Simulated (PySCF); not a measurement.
Saddle-point search, with input and output: SiHCl2F (part 2 of 2)

Continued. System: SiHCl2F. Method: B97-K/6-31G, RKS (PySCF 2.14.0). 

Geometry of the input (Å):
```
F  0.0355  -0.6827  1.4669
Si 0.1157  -0.0484  0.0208
Cl -0.5119  1.8723  0.1315
Cl -1.0928  -1.1087  -1.2083
H  0.6454  -0.9195  -1.4146
```

## The program's output, continued
```
----------------------------------------------
cycle 11: E = -1309.77509435  dE = -0.00223691  norm(grad) = 0.0193061
Step   10 : Displace = 3.037e-02/5.085e-02 (rms/max) Trust = 3.000e-02 (=) Grad = 8.634e-03/1.436e-02 (rms/max) E (change) = -1309.7750943468 (-2.237e-03) Quality = 0.980
Hessian Eigenvalues:  -1.692e-01  6.391e-03  3.137e-02  3.980e-02  5.633e-02  6.313e-02  9.995e-02
 1.234e-01  1.266e-01  1.569e-01  2.712e-01  3.095e-01    .....    3.511e-01  5.083e-01  7.612e-01

Geometry optimization cycle 12
Cartesian coordinates (Angstrom)
 Atom        New coordinates             dX        dY        dZ
   F   0.015740  -0.691238   1.549271    0.024768 -0.011554  0.004680
  Si   0.305256   0.006999   0.035711   -0.012456  0.001775  0.005533
  Cl  -0.534220   2.012189   0.112558    0.010362  0.012933 -0.006537
  Cl  -1.319814  -1.278276  -1.404754   -0.015827 -0.020887 -0.028574
   H   0.352195  -0.955595  -1.334578    0.002466  0.022962  0.037511
converged SCF energy = -1309.77653920743
--------------- DFRKS_Scanner gradients ---------------
         x                y                z
0 F    -0.0001966789    -0.0016713729     0.0006549001
1 Si    -0.0047348449     0.0003027497     0.0012110089
2 Cl    -0.0006551615     0.0010569772    -0.0010373307
3 Cl     0.0071290019     0.0051038904     0.0056019280
4 H    -0.0014406846    -0.0046969934    -0.0065398821
----------------------------------------------
cycle 12: E = -1309.77653921  dE = -0.00144486  norm(grad) = 0.0143186
Step   11 : Displace = 3.052e-02/4.192e-02 (rms/max) Trust = 3.000e-02 (=) Grad = 6.403e-03/1.040e-02 (rms/max) E (change) = -1309.7765392074 (-1.445e-03) Quality = 0.965
Hessian Eigenvalues:  -1.738e-01  5.820e-03  3.071e-02  3.853e-02  4.707e-02  5.764e-02  9.942e-02
 1.227e-01  1.262e-01  1.583e-01  2.712e-01  3.097e-01    .....    3.512e-01  5.081e-01  7.634e-01

Geometry optimization cycle 13
Cartesian coordinates (Angstrom)
 Atom        New coordinates             dX        dY        dZ
   F   0.009010  -0.653431   1.549469   -0.006730  0.037806  0.000198
  Si   0.320991   0.005671   0.025549    0.015735 -0.001328 -0.010162
  Cl  -0.526891   2.003715   0.132356    0.007329 -0.008474  0.019799
  Cl  -1.333028  -1.302908  -1.434627   -0.013214 -0.024631 -0.029873
   H   0.339342  -0.947366  -1.311003   -0.012853  0.008229  0.023575
converged SCF energy = -1309.77747852844
--------------- DFRKS_Scanner gradients ---------------
         x                y                z
0 F    -0.0013550268     0.0007313556     0.0004206432
1 Si    -0.0006309864    -0.0034375120    -0.0030793219
2 Cl    -0.0013378046     0.0007539441     0.0006609818
3 Cl     0.0039946786     0.0033417805     0.0038921722
4 H    -0.0006389922    -0.0012606839    -0.0020229231
----------------------------------------------
cycle 13: E = -1309.77747853  dE = -0.000939321  norm(grad) = 0.00868353
Step   12 : Displace = 3.058e-02/4.210e-02 (rms/max) Trust = 3.000e-02 (=) Grad = 3.883e-03/6.502e-03 (rms/max) E (change) = -1309.7774785284 (-9.393e-04) Quality = 0.818
Hessian Eigenvalues:  -1.696e-01  7.489e-03  2.663e-02  3.203e-02  4.090e-02  5.773e-02  9.941e-02
 1.236e-01  1.271e-01  1.836e-01  2.752e-01  3.099e-01    .....    3.692e-01  5.080e-01  8.024e-01

Geometry optimization cycle 14
Cartesian coordinates (Angstrom)
 Atom        New coordinates             dX        dY        dZ
   F   0.030425  -0.675852   1.558445    0.021414 -0.022420  0.008976
  Si   0.304107   0.015504   0.041946   -0.016884  0.009833  0.016397
  Cl  -0.516300   2.024846   0.117385    0.010591  0.021131 -0.014971
  Cl  -1.345524  -1.327656  -1.470278   -0.012496 -0.024748 -0.035651
   H   0.318990  -0.938455  -1.291954   -0.020352  0.008911  0.019050
converged SCF energy = -1309.7779531262
--------------- DFRKS_Scanner gradients ---------------
         x                y                z
0 F     0.0005263886    -0.0014638156     0.0002880702
1 Si    -0.0027744417    -0.0013436287    -0.0005975145
2 Cl    -0.0002964148     0.0016036131    -0.0009731952
3 Cl     0.0012590599     0.0018182777     0.0022759299
4 H     0.0013753308    -0.0005485451    -0.0010918136
----------------------------------------------
cycle 14: E = -1309.77795313  dE = -0.000474598  norm(grad) = 0.00542448
Step   13 : Displace = 3.245e-02/4.359e-02 (rms/max) Trust = 3.000e-02 (=) Grad = 2.426e-03/3.174e-03 (rms/max) E (change) = -1309.7779531262 (-4.746e-04) Quality = 0.677
Hessian Eigenvalues:  -2.056e-01  7.430e-03  3.187e-02  3.856e-02  4.992e-02  5.778e-02  9.945e-02
 1.240e-01  1.278e-01  1.994e-01  2.765e-01  3.102e-01    .....    4.171e-01  5.085e-01  8.459e-01

Geometry optimization cycle 15
Cartesian coordinates (Angstrom)
 Atom        New coordinates             dX        dY        dZ
   F   0.020165  -0.642128   1.571399   -0.010259  0.033723  0.012954
  Si   0.296405   0.018333   0.045060   -0.007702  0.002829  0.003113
  Cl  -0.508960   2.025084   0.123577    0.007340  0.000238  0.006192
  Cl  -1.353472  -1.344282  -1.487353   -0.007947 -0.016626 -0.017075
   H   0.331027  -0.926925  -1.253146    0.012037  0.011530  0.038808
converged SCF energy = -1309.77808503203
--------------- DFRKS_Scanner gradients ---------------
         x                y                z
0 F    -0.0000900347     0.0000513165    -0.0002263509
1 Si     0.0008079977    -0.0015559693    -0.0011516505
2 Cl    -0.0004172626     0.0006616517    -0.0000159622
3 Cl     0.0006574195     0.0001619030     0.0000591927
4 H    -0.0009255438     0.0007454879     0.0012541474
----------------------------------------------
cycle 15: E = -1309.77808503  dE = -0.000131906  norm(grad) = 0.00291916
Step   14 : Displace = 2.218e-02/3.287e-02 (rms/max) Trust = 3.000e-02 (=) Grad = 1.305e-03/2.098e-03 (rms/max) E (change) = -1309.7780850320 (-1.319e-04) Quality = 0.897
Hessian Eigenvalues:  -2.125e-01  5.187e-03  3.186e-02  3.693e-02  5.560e-02  5.794e-02  9.950e-02
 1.240e-01  1.280e-01  2.034e-01  2.780e-01  3.101e-01    .....    4.260e-01  5.087e-01  8.455e-01

Geometry optimization cycle 16
Cartesian coordinates (Angstrom)
 Atom        New coordinates             dX        dY        dZ
   F  -0.008420  -0.630176   1.584491   -0.028585  0.011952  0.013092
  Si   0.285040   0.021412   0.056988   -0.011365  0.003079  0.011928
  Cl  -0.508017   2.032170   0.117341    0.000943  0.007086 -0.006237
  Cl  -1.350605  -1.346626  -1.490639    0.002866 -0.002345 -0.003287
   H   0.336007  -0.936459  -1.241476    0.004979 -0.009534  0.011670
converged SCF energy = -1309.7781030574
--------------- DFRKS_Scanner gradients ---------------
         x                y                z
0 F    -0.0000048393    -0.0000355452    -0.0000010045
1 Si     0.0002604998    -0.0000731373    -0.0000353772
2 Cl    -0.0001282977     0.0002936443    -0.0000323015
3 Cl     0.0000375337    -0.0000292587    -0.0000657118
4 H    -0.0001473742    -0.0000644047     0.0000395023
----------------------------------------------
cycle 16: E = -1309.77810306  dE = -1.80254e-05  norm(grad) = 0.000462049
Step   15 : Displace = 4.177e-03/6.175e-03 (rms/max) Trust = 3.000e-02 (=) Grad = 2.066e-04/3.221e-04 (rms/max) E (change) = -1309.7781030574 (-1.803e-05) Quality = 1.000
Hessian Eigenvalues:  -2.116e-01  4.778e-03  3.187e-02  3.704e-02  5.564e-02  5.800e-02  9.942e-02
 1.240e-01  1.282e-01  2.031e-01  2.767e-01  3.098e-01    .....    4.254e-01  5.087e-01  8.454e-01

Geometry optimization cycle 17
Cartesian coordinates (Angstrom)
 Atom        New coordinates             dX        dY        dZ
   F  -0.015690  -0.629385   1.586289   -0.007270  0.000791  0.001799
  Si   0.283088   0.020881   0.059276   -0.001952 -0.000531  0.002288
  Cl  -0.507549   2.032009   0.117864    0.000468 -0.000161  0.000523
  Cl  -1.350427  -1.347131  -1.491908    0.000178 -0.000505 -0.001269
   H   0.334962  -0.935753  -1.241112   -0.001045  0.000707  0.000365
converged SCF energy = -1309.7781031596
--------------- DFRKS_Scanner gradients ---------------
         x                y                z
0 F    -0.0000283699     0.0000352230     0.0000025098
1 Si     0.0001231500     0.0000002648    -0.0000126960
2 Cl    -0.0000351481     0.0001030387    -0.0000261292
3 Cl    -0.0000520132    -0.0000526793    -0.0000175138
4 H     0.0000074245     0.0000123798    -0.0000419872
----------------------------------------------
cycle 17: E = -1309.77810316  dE = -1.02198e-07  norm(grad) = 0.000194094
Step   16 : Displace = 1.503e-03/2.257e-03 (rms/max) Trust = 3.000e-02 (=) Grad = 8.680e-05/1.238e-04 (rms/max) E (change) = -1309.7781031596 (-1.022e-07) Quality = 0.246
Hessian Eigenvalues:  -2.090e-01 -2.337e-03  3.243e-02  4.001e-02  5.576e-02  5.799e-02  9.981e-02
 1.239e-01  1.265e-01  2.028e-01  2.769e-01  3.084e-01    .....    4.256e-01  5.087e-01  8.464e-01

Geometry optimization cycle 18
Cartesian coordinates (Angstrom)
 Atom        New coordinates             dX        dY        dZ
   F  -0.015130  -0.631294   1.586090    0.000561 -0.001909 -0.000199
  Si   0.283232   0.020028   0.059460    0.000144 -0.000853  0.000184
  Cl  -0.507585   2.031004   0.118743   -0.000036 -0.001005  0.000879
  Cl  -1.350559  -1.346664  -1.492224   -0.000131  0.000467 -0.000316
   H   0.334480  -0.936658  -1.241004   -0.000482 -0.000905  0.000108
converged SCF energy = -1309.77810323308
--------------- DFRKS_Scanner gradients ---------------
         x                y                z
0 F    -0.0000032532     0.0000151773    -0.0000219122
1 Si     0.0000517457     0.0000062453    -0.0000359415
2 Cl    -0.0000237618     0.0000809997    -0.0000417087
3 Cl    -0.0000168330    -0.0000131247     0.0000073033
4 H     0.0000082958     0.0000084197    -0.0000016750
----------------------------------------------
cycle 18: E = -1309.77810323  dE = -7.3481e-08  norm(grad) = 0.000119357
```

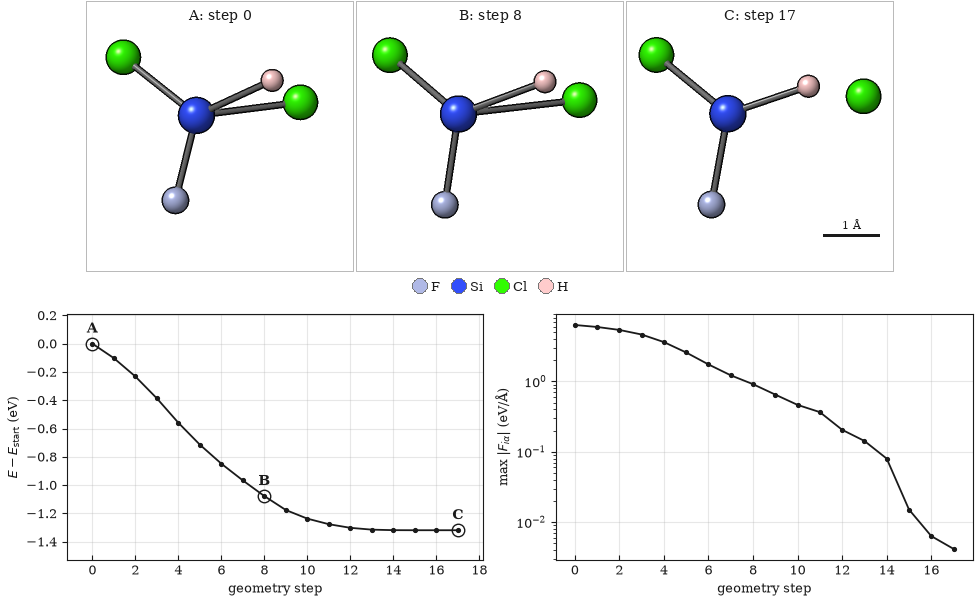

**Figure 1.** Frames of the saddle-point search (ball-and-stick view, seen at a tilt) above the curves, on which the letters mark them (steps are counted from 0).

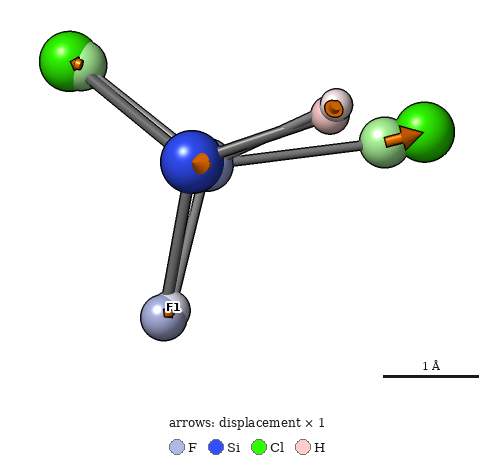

**Figure 2.** Start (faint) and end (solid) with the displacements as orange arrows, at true length (ball-and-stick view, seen at a tilt). The two geometries are laid on each other by the best rigid fit. The atom that moves furthest after the best rigid fit is Cl4 (0.43 Å). By element the largest moves are Cl 0.43 Å, Si 0.26 Å, H 0.24 Å, F 0.11 Å. Among the contacts that change: Si2–Cl4 2.024 → 2.635 Å, Si2–H5 1.761 → 1.615 Å, Si2–Cl3 2.024 → 2.162 Å, F1–Si2 1.581 → 1.686 Å. Among the angles that change: F1–Si2–H5 124.2° → 120.4°, F1–Si2–Cl3 108.4° → 105.6°. After 17 geometry steps the energy has fallen by 1.319 eV. The largest force component goes from 6.4 to 0.0042 eV/Å. (Atoms are counted from 1 in the order of the input.)

```
Step   17 : Displace = 5.018e-04/6.667e-04 (rms/max) Trust = 7.514e-04 (-) Grad = 5.338e-05/9.416e-05 (rms/max) E (change) = -1309.7781032331 (-7.348e-08) Quality = 0.335
Hessian Eigenvalues:  -2.090e-01 -2.337e-03  3.243e-02  4.001e-02  5.576e-02  5.799e-02  9.981e-02
 1.239e-01  1.265e-01  2.028e-01  2.769e-01  3.084e-01    .....    4.256e-01  5.087e-01  8.464e-01
Converged! =D

converged: True
F          -0.01512950       -0.63129364        1.58609046
Si          0.28323207        0.02002782        0.05945999
Cl         -0.50758500        2.03100362        0.11874265
Cl         -1.35055883       -1.34666351       -1.49222362
H           0.33447971       -0.93665771       -1.24100366
converged SCF energy = -1309.77810323323
E = -1309.7781032332 Eh
```

## Trajectory as extended XYZ (Å, eV, eV/Å), 18 frames, from step=0 to step=17
```
5
Properties=species:S:1:pos:R:3:forces:R:3 step=0 energy=-35639.55871
F     0.0355   -0.6827    1.4669   -0.1729  -1.6600   3.8791
Si    0.1157   -0.0484    0.0208    4.6132  -0.0206  -3.6818
Cl   -0.5119    1.8723    0.1315   -0.7806   2.7239   0.2290
Cl   -1.0928   -1.1087   -1.2083   -6.3588  -2.9541  -2.4583
H     0.6454   -0.9195   -1.4146    2.6981   1.9027   2.0532
5
Properties=species:S:1:pos:R:3:forces:R:3 step=1 energy=-35639.66122
F     0.0273   -0.6823    1.4708   -0.1704  -1.5437   3.6014
Si    0.1303   -0.0458    0.0201    4.3225  -0.1694  -3.5410
Cl   -0.5160    1.8743    0.1326   -0.7406   2.6108   0.2124
Cl   -1.1026   -1.1099   -1.2072   -5.9582  -2.7378  -2.2657
H     0.6384   -0.9273   -1.4229    2.5483   1.8381   2.0065
5
Properties=species:S:1:pos:R:3:forces:R:3 step=2 energy=-35639.79097
F     0.0156   -0.6804    1.4754   -0.1539  -1.3899   3.2297
Si    0.1498   -0.0418    0.0184    3.9140  -0.3493  -3.3353
Cl   -0.5230    1.8773    0.1346   -0.6818   2.4520   0.1878
Cl   -1.1185   -1.1113   -1.2050   -5.4080  -2.4551  -2.0200
H     0.6261   -0.9384   -1.4346    2.3352   1.7474   1.9386
5
Properties=species:S:1:pos:R:3:forces:R:3 step=3 energy=-35639.94549
F    -0.0009   -0.6770    1.4814   -0.1164  -1.1864   2.7273
Si    0.1768   -0.0360    0.0159    3.3510  -0.5455  -3.0077
Cl   -0.5331    1.8821    0.1374   -0.5974   2.2231   0.1515
Cl   -1.1417   -1.1139   -1.2030   -4.6533  -2.0964  -1.7246
H     0.6058   -0.9541   -1.4505    2.0251   1.6159   1.8382
5
Properties=species:S:1:pos:R:3:forces:R:3 step=4 energy=-35640.11821
F    -0.0230   -0.6723    1.4892   -0.0481  -0.9188   2.0537
Si    0.2143   -0.0277    0.0133    2.6017  -0.7027  -2.4641
Cl   -0.5464    1.8911    0.1399   -0.4776   1.8783   0.1012
Cl   -1.1750   -1.1201   -1.2037   -3.6321  -1.6638  -1.4003
H     0.5696   -0.9760   -1.4701    1.5549   1.4170   1.6850
5
Properties=species:S:1:pos:R:3:forces:R:3 step=5 energy=-35640.27303
F    -0.0418   -0.6719    1.4992    0.0229  -0.6327   1.3695
Si    0.2503   -0.0181    0.0140    1.8935  -0.7186  -1.7896
Cl   -0.5582    1.9072    0.1377   -0.3519   1.4608   0.0610
Cl   -1.2126   -1.1327   -1.2122   -2.5827  -1.2765  -1.1482
H     0.5186   -0.9964   -1.4822    1.0231   1.1750   1.4817
5
Properties=species:S:1:pos:R:3:forces:R:3 step=6 energy=-35640.40765
F    -0.0489   -0.6770    1.5115    0.0563  -0.3714   0.8126
Si    0.2779   -0.0083    0.0197    1.4094  -0.5958  -1.1330
Cl   -0.5641    1.9302    0.1293   -0.2508   1.0449   0.0478
Cl   -1.2414   -1.1522   -1.2333   -1.7477  -1.0030  -0.9946
H     0.4665   -1.0073   -1.4789    0.5380   0.9269   1.2516
5
Properties=species:S:1:pos:R:3:forces:R:3 step=7 energy=-35640.52590
F    -0.0450   -0.6832    1.5236    0.0578  -0.1798   0.4378
Si    0.2942   -0.0014    0.0261    1.1212  -0.4260  -0.6414
Cl   -0.5637    1.9531    0.1207   -0.1767   0.7059   0.0501
Cl   -1.2583   -1.1753   -1.2633   -1.2236  -0.8238  -0.8820
H     0.4262   -1.0074   -1.4621    0.2228   0.7193   1.0318
5
Properties=species:S:1:pos:R:3:forces:R:3 step=8 energy=-35640.63654
F    -0.0299   -0.6932    1.5338    0.0520  -0.0317   0.1876
Si    0.2984    0.0019    0.0310    0.8343  -0.3340  -0.4101
Cl   -0.5586    1.9753    0.1120   -0.0976   0.4097   0.0627
Cl   -1.2752   -1.2000   -1.2967   -0.9153  -0.6511  -0.7153
H     0.4044   -0.9965   -1.4328    0.1245   0.6009   0.8769
5
Properties=species:S:1:pos:R:3:forces:R:3 step=9 energy=-35640.73512
F    -0.0203   -0.6831    1.5396    0.0768   0.0092   0.0241
Si    0.3105    0.0019    0.0277    0.5133  -0.1481  -0.1413
Cl   -0.5520    1.9872    0.1165   -0.0107   0.1837   0.0285
Cl   -1.2927   -1.2290   -1.3359   -0.6398  -0.4914  -0.5555
H     0.3812   -0.9854   -1.3984    0.0582   0.4390   0.6503
5
Properties=species:S:1:pos:R:3:forces:R:3 step=10 energy=-35640.79599
F    -0.0090   -0.6797    1.5446    0.0475   0.0384  -0.0394
Si    0.3177    0.0052    0.0302    0.4261   0.0319   0.0721
Cl   -0.5446    1.9993    0.1191    0.0106   0.0526   0.0247
Cl   -1.3040   -1.2574   -1.3762   -0.4192  -0.3919  -0.4644
H     0.3497   -0.9786   -1.3721   -0.0680   0.2610   0.4138
5
Properties=species:S:1:pos:R:3:forces:R:3 step=11 energy=-35640.83530
F     0.0157   -0.6912    1.5493    0.0101   0.0859  -0.0337
Si    0.3053    0.0070    0.0357    0.2435  -0.0156  -0.0623
Cl   -0.5342    2.0122    0.1126    0.0337  -0.0544   0.0533
Cl   -1.3198   -1.2783   -1.4048   -0.3666  -0.2625  -0.2881
H     0.3522   -0.9556   -1.3346    0.0741   0.2415   0.3363
5
Properties=species:S:1:pos:R:3:forces:R:3 step=12 energy=-35640.86086
F     0.0090   -0.6534    1.5495    0.0697  -0.0376  -0.0216
Si    0.3210    0.0057    0.0255    0.0324   0.1768   0.1583
Cl   -0.5269    2.0037    0.1324    0.0688  -0.0388  -0.0340
Cl   -1.3330   -1.3029   -1.4346   -0.2054  -0.1718  -0.2001
H     0.3393   -0.9474   -1.3110    0.0329   0.0648   0.1040
5
Properties=species:S:1:pos:R:3:forces:R:3 step=13 energy=-35640.87378
F     0.0304   -0.6759    1.5584   -0.0271   0.0753  -0.0148
Si    0.3041    0.0155    0.0419    0.1427   0.0691   0.0307
Cl   -0.5163    2.0248    0.1174    0.0152  -0.0825   0.0500
Cl   -1.3455   -1.3277   -1.4703   -0.0647  -0.0935  -0.1170
H     0.3190   -0.9385   -1.2920   -0.0707   0.0282   0.0561
5
Properties=species:S:1:pos:R:3:forces:R:3 step=14 energy=-35640.87737
F     0.0202   -0.6421    1.5714    0.0046  -0.0026   0.0116
Si    0.2964    0.0183    0.0451   -0.0415   0.0800   0.0592
Cl   -0.5090    2.0251    0.1236    0.0215  -0.0340   0.0008
Cl   -1.3535   -1.3443   -1.4874   -0.0338  -0.0083  -0.0030
H     0.3310   -0.9269   -1.2531    0.0476  -0.0383  -0.0645
5
Properties=species:S:1:pos:R:3:forces:R:3 step=15 energy=-35640.87786
F    -0.0084   -0.6302    1.5845    0.0002   0.0018   0.0001
Si    0.2850    0.0214    0.0570   -0.0134   0.0038   0.0018
Cl   -0.5080    2.0322    0.1173    0.0066  -0.0151   0.0017
Cl   -1.3506   -1.3466   -1.4906   -0.0019   0.0015   0.0034
H     0.3360   -0.9365   -1.2415    0.0076   0.0033  -0.0020
5
Properties=species:S:1:pos:R:3:forces:R:3 step=16 energy=-35640.87786
F    -0.0157   -0.6294    1.5863    0.0015  -0.0018  -0.0001
Si    0.2831    0.0209    0.0593   -0.0063   0.0000   0.0007
Cl   -0.5075    2.0320    0.1179    0.0018  -0.0053   0.0013
Cl   -1.3504   -1.3471   -1.4919    0.0027   0.0027   0.0009
H     0.3350   -0.9358   -1.2411   -0.0004  -0.0006   0.0022
5
Properties=species:S:1:pos:R:3:forces:R:3 step=17 energy=-35640.87786
F    -0.0151   -0.6313    1.5861    0.0002  -0.0008   0.0011
Si    0.2832    0.0200    0.0595   -0.0027  -0.0003   0.0018
Cl   -0.5076    2.0310    0.1187    0.0012  -0.0042   0.0021
Cl   -1.3506   -1.3467   -1.4922    0.0009   0.0007  -0.0004
H     0.3345   -0.9367   -1.2410   -0.0004  -0.0004   0.0001
```

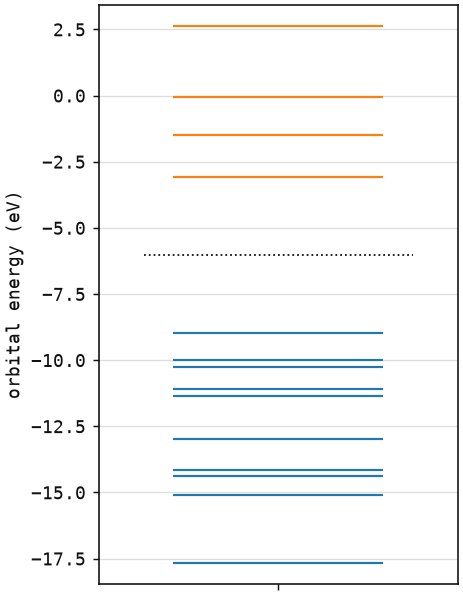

**Figure 3.** Orbital energies near the frontier; the dotted line parts filled from empty levels, and levels within 0.02 eV of each other stand side by side. Highest filled −8.99 eV, lowest empty −3.07 eV, 5.92 eV apart.
